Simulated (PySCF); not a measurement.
## Electronic structure of C$_{4}$H$_{7}$N$_{3}$ (SMILES Cc1nn[nH]c1C) in real space

```yaml
atoms:
  - { symbol: C, position_ang: [1.9570, -0.2791, -0.0138] }
  - { symbol: C, position_ang: [0.7021, 0.4458, 0.3119] }
  - { symbol: N, position_ang: [0.6937, 1.6131, 0.9927] }
  - { symbol: N, position_ang: [-0.5060, 2.0212, 1.1402] }
  - { symbol: N, position_ang: [-1.3212, 1.1402, 0.5634] }
  - { symbol: C, position_ang: [-0.6111, 0.1179, 0.0205] }
  - { symbol: C, position_ang: [-1.2350, -1.0208, -0.6935] }
  - { symbol: H, position_ang: [2.0734, -0.3815, -1.0922] }
  - { symbol: H, position_ang: [2.7992, 0.2803, 0.3820] }
  - { symbol: H, position_ang: [1.9514, -1.2747, 0.4284] }
  - { symbol: H, position_ang: [-2.3208, 1.2713, 0.5655] }
  - { symbol: H, position_ang: [-1.9141, -1.5613, -0.0340] }
  - { symbol: H, position_ang: [-1.8041, -0.6682, -1.5539] }
  - { symbol: H, position_ang: [-0.4654, -1.7046, -1.0394] }
```

Geometry: GFN2-xTB.

Computed with PBE0/pcSseg-1, SCF density, gas phase, non-relativistic (PySCF 2.14.0).

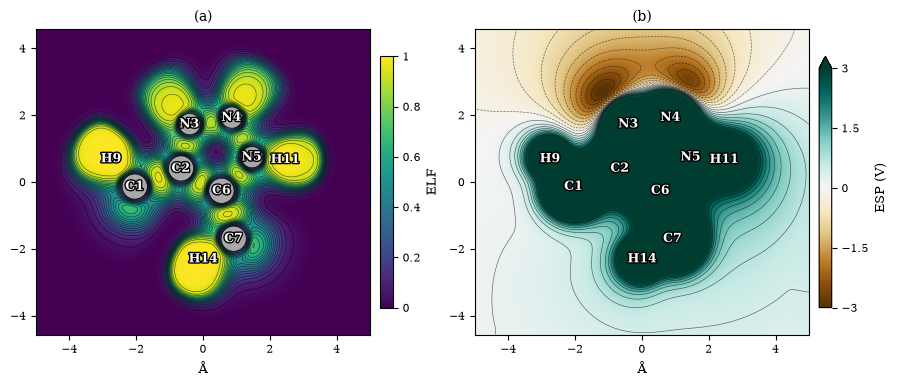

Figure 1. (a) electron localisation function; (b) electrostatic potential on the plane of atoms C2, C1 and H9. Grey discs cover the atomic cores in the ELF map.

Interpret the plot.

Answer.
- The plane passes through C, N and H nuclei.
- N–N (1.28 Å): the ELF peaks at about 0.90 between the atoms: a covalent bond.
- C–N (1.35 Å): the ELF peaks at about 0.90 between the atoms (localised, covalent bonding).
- C–C (1.38 Å): the ELF peaks at about 0.95 between the atoms: localised, covalent bonding.
- N–H (1.01 Å): the ELF climbs to about 1 towards the hydrogen, as it does in any bond to H (a covalent bond by its length).
- N–N (1.33 Å): the ELF peaks at about 0.90 between the atoms, as expected for a covalent bond.
- The ELF also peaks beside N3 and N4, away from the bonds: lone-pair regions.
- Outside the dense part of the molecule the potential is most negative (−3.0 V) near N3.

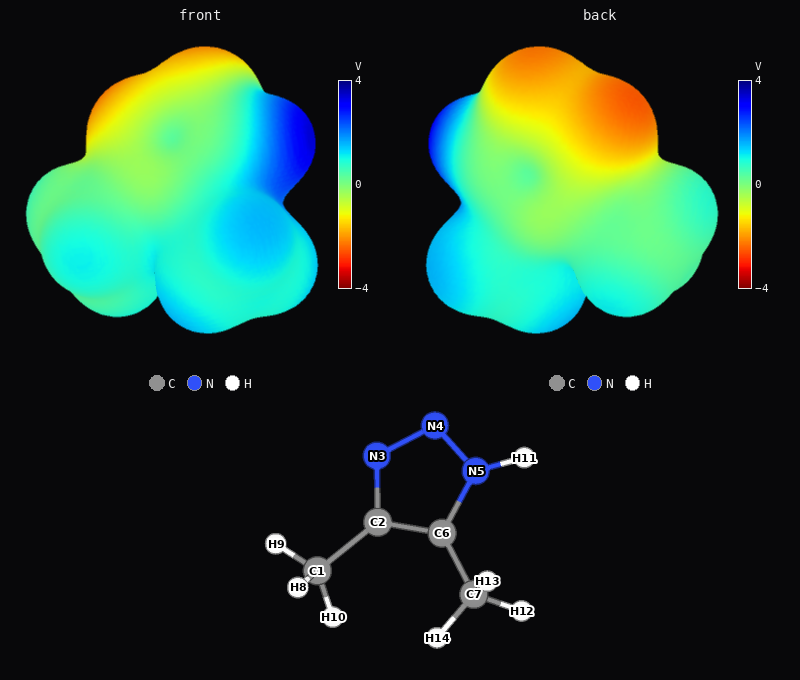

Figure 2. The electrostatic potential painted on the density surface at 0.004 e/bohr³, seen from the front and from behind; red is negative and blue positive. The bare structure is drawn below in the same view.

Describe the electrostatic potential map.

Answer. The most negative region (about −2.5 V, or −58 kcal/mol for a unit charge) lies over N3, the most positive (about +3.3 V, or +76 kcal/mol for a unit charge) over H11. N3 is the likeliest acceptor of a hydrogen bond.

What dipole moment does the calculation give?

Answer. Its dipole moment is 4.87 D.
